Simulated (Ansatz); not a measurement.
```yaml
atoms:
  - { symbol: C, position_ang: [-1.5065, -1.5870, -1.8891] }
  - { symbol: C, position_ang: [-2.0216, -0.6338, -0.8170] }
  - { symbol: C, position_ang: [-2.5657, -1.4231, 0.3686] }
  - { symbol: C, position_ang: [-3.1180, 0.2532, -1.3966] }
  - { symbol: O, position_ang: [-0.9193, 0.1213, -0.3618] }
  - { symbol: Sn, position_ang: [-0.6562, 2.0874, -0.1885] }
  - { symbol: O, position_ang: [1.1665, 2.0076, 0.5332] }
  - { symbol: C, position_ang: [2.0942, 0.9841, 0.8606] }
  - { symbol: C, position_ang: [3.3397, 1.6884, 1.3809] }
  - { symbol: C, position_ang: [2.4287, 0.1733, -0.3857] }
  - { symbol: C, position_ang: [1.5082, 0.0826, 1.9406] }
  - { symbol: H, position_ang: [-0.7076, -2.2090, -1.4807] }
  - { symbol: H, position_ang: [-1.1022, -1.0228, -2.7329] }
  - { symbol: H, position_ang: [-2.3027, -2.2391, -2.2572] }
  - { symbol: H, position_ang: [-3.3921, -2.0726, 0.0687] }
  - { symbol: H, position_ang: [-2.9256, -0.7418, 1.1437] }
  - { symbol: H, position_ang: [-1.7752, -2.0414, 0.7982] }
  - { symbol: H, position_ang: [-3.9552, -0.3469, -1.7605] }
  - { symbol: H, position_ang: [-3.5081, 0.9415, -0.6402] }
  - { symbol: H, position_ang: [-2.7382, 0.8412, -2.2380] }
  - { symbol: H, position_ang: [4.1120, 0.9663, 1.6582] }
  - { symbol: H, position_ang: [3.7435, 2.3532, 0.6143] }
  - { symbol: H, position_ang: [3.0928, 2.2890, 2.2589] }
  - { symbol: H, position_ang: [1.5346, -0.3282, -0.7607] }
  - { symbol: H, position_ang: [3.1862, -0.5836, -0.1662] }
  - { symbol: H, position_ang: [2.8200, 0.8321, -1.1651] }
  - { symbol: H, position_ang: [0.6132, -0.4189, 1.5682] }
  - { symbol: H, position_ang: [2.2313, -0.6776, 2.2477] }
  - { symbol: H, position_ang: [1.2435, 0.6766, 2.8190] }
```

Geometry: PBE0-D4/def2-TZVP; core potentials replace the inner electrons of Sn.

Level of theory: RKS PBE0-D4/def2-TZVPP (Ansatz).

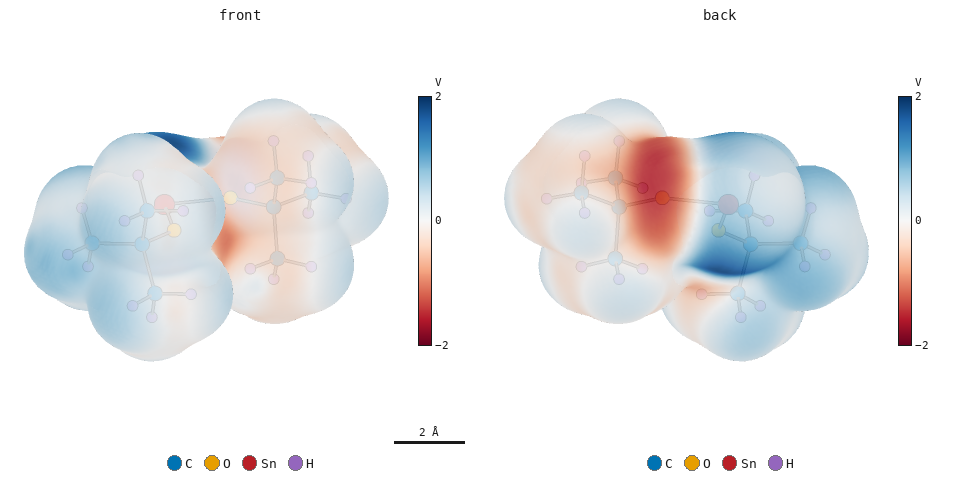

C$_{8}$H$_{18}$O$_{2}$Sn. The electrostatic potential painted on the density surface at 0.002 e/bohr³, seen from the front and from behind; the colour scale runs from red (negative) to blue (positive).

Question: Which sites attract a positive test charge, and which a negative one?

Answer: A positive charge is drawn to the negative regions and a negative charge to the positive ones. The most negative region (about −1.5 V) lies over O7, the most positive (about +1.7 V) over Sn6. O7 is the likeliest acceptor of a hydrogen bond.
